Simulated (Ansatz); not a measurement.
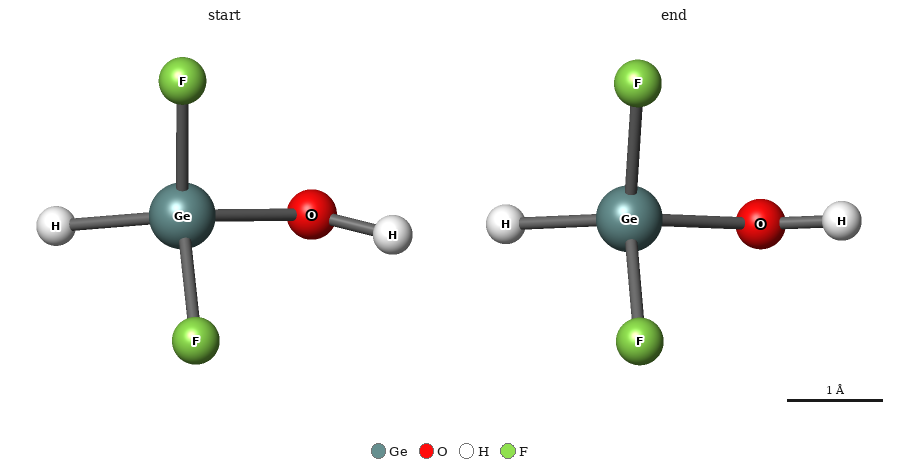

The structure of GeH$_{2}$OF$_{2}$ before (left) and after (right) a relaxation, at one scale.

The picture is a ball-and-stick view, seen at a tilt.

The run prepares the start of a later molecular dynamics calculation, from a guessed geometry.

Theory: RKS B3LYP-D4/def2-SVP in Ansatz 0.2.0.

The input:
```yaml
crystal:
  periodic: [false, false, false]
  atoms:
    - { symbol: Ge, position_ang: [0.0, 0.0, 0.0] }
    - { symbol: O, position_ang: [0.0, 0.0, 1.77] }
    - { symbol: H, position_ang: [-0.9095, -0.2814, 2.1071] }
    - { symbol: H, position_ang: [1.4616, 0.0, -0.5162] }
    - { symbol: F, position_ang: [-0.7913, 1.3709, -0.5594] }
    - { symbol: F, position_ang: [-0.7913, -1.3709, -0.5594] }
basis:
  gaussian: { orbitals: def2-SVP }
hamiltonian:
  xc: b3lyp
  dispersion: d4
relax:
  f_tol: 0.02
  max_steps: 40
output:
  orbitals: {}
```

Run as
```bash
ansatz run input.yaml --threads 1 --pin off --max-ram 2048MiB --backend cpu --events-out ev --progress --plain --runs-dir out
```

Describe what moved and what it gained.

The atom that moves furthest after the best rigid fit is H3 (0.15 Å). By element the largest moves are H 0.15 Å, O 0.10 Å, F 0.09 Å, Ge 0.06 Å. Near-neighbour distances that change, for instance: Ge1–F5 1.679 → 1.732 Å, O2–H3 1.010 → 0.968 Å, Ge1–H4 1.550 → 1.520 Å, Ge1–O2 1.770 → 1.751 Å. Among the angles between lasting bonds that change: F5–Ge1–F6 109.5° → 103.5°, Ge1–O2–H3 109.5° → 114.2°, H4–Ge1–F5 109.5° → 111.7°. After 7 accepted moves (9 points after the start) the energy has fallen by 17.6 kJ/mol. Largest force component: 2.9 eV/Å at the start, 0.0013 eV/Å at the end. The line search rejected the trial steps at points 3, 6 of the run. The forces were under the threshold at step 7, but the run went on from there.
